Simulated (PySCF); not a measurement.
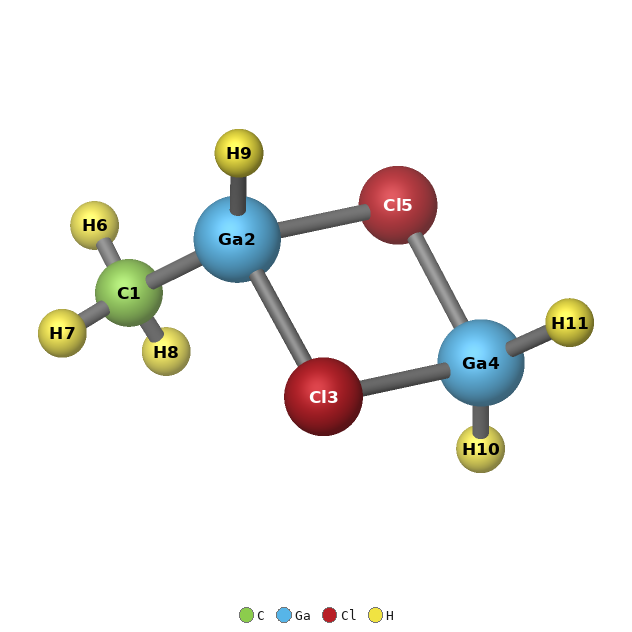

Computed geometry: PBE0-D3(BJ)/def2-SVP optimisation. No frequency run is at hand to confirm it as a minimum. Level of theory: delta-SCF UKS SCAN, pcX-2 on the ionised atom, pcseg-1 elsewhere, spin-free X2C (PySCF 2.14.0).

Give the core-electron binding energies (to vacuum; p and d levels without spin–orbit splitting) of C1 1s, Cl3 1s, Cl3 2p.

```csv
atom,level,binding energy (eV)
C1,1s,290.3
Cl3,1s,2828.3
Cl3,2p,206.3
```
